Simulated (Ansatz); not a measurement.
Band structure of LiCuAuO2 (Cm, 5 atoms in the cell).

```
LiCuAuO2
1.0
    2.83519    -1.65589     0.00000
    2.83519     1.65589     0.00000
   -2.03778     0.00000     7.28757
Li Cu Au O
1 1 1 2
Direct
  0.57419   0.57419   0.75128
  0.46189   0.46189   0.36133
  0.01625   0.01625   0.05170
  0.91951   0.91951   0.77852
  0.12192   0.12192   0.34883
```

Level of theory: LDA (PW92), PAW files made with PBE (plane waves; Ansatz, an electronic-structure program).

Settings: kpoints.mp_grid.grid = 9 9 4; hamiltonian.xc = lda; hamiltonian.pseudopotentials = {kind: paw} (the program's default PAW files); scf.occupations.method = gaussian; scf.occupations.width = 0.1 eV; kpoints.band_path.npoints = 8.

The starting cell comes from a database of computed structures (which also holds hypothetical and non-ambient phases and stackings), without a prior relaxation at this level. Spin-orbit coupling is off. Spin polarisation is off; with an odd number of electrons in the cell that forces a metal, and a magnetic state may lie lower.

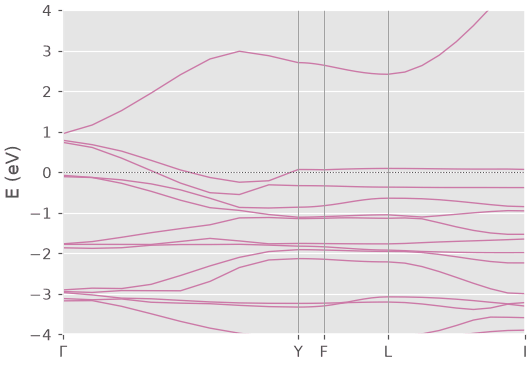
Figure: Bands along the path, energies from the Fermi level.

Levels in eV from the Fermi level, bands 23 to 30:
```tsv
point	23	24	25	26	27	28	29	30
Γ	-1.77	-0.11	-0.07	0.74	0.79	0.95	4.51	5.18
Y	-1.14	-1.11	-0.86	-0.33	0.07	2.71	4.65	6.11
F	-1.13	-1.09	-0.82	-0.33	0.06	2.64	4.66	6.01
L	-1.13	-1.05	-0.64	-0.37	0.10	2.42	4.30	6.04
I	-1.53	-0.95	-0.85	-0.38	0.07	4.66	5.11	5.33
```

Bands cross the Fermi level along this path, so the cell is metallic at this level.

Keys are those of Ansatz 0.2.
